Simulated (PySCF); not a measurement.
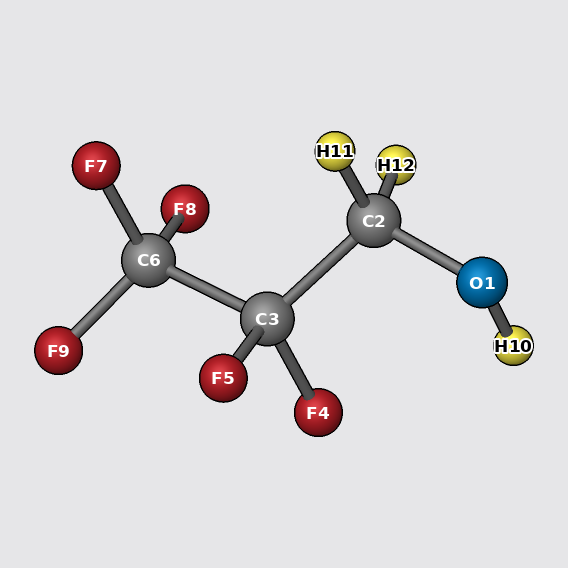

The questions are on Hirshfeld charges. The computed structure is the end point of a PBE0-D3(BJ)/def2-SVP optimisation. No frequency run is at hand to confirm it as a minimum. Method: PBE0/pcSseg-1, gas phase (PySCF 2.14.0).

Question: Which atom carries the highest charge (most positive or least negative)?

Answer: C6 (0.24 e).

Question: And the lowest?

Answer: O1 (−0.22 e).

List the Hirshfeld charges.

```csv
atom,value (e)
O1,−0.22
C2,−0.02
C3,0.15
F4,−0.09
F5,−0.09
C6,0.24
F7,−0.08
F8,−0.08
F9,−0.08
H10,0.16
H11,0.06
H12,0.04
```
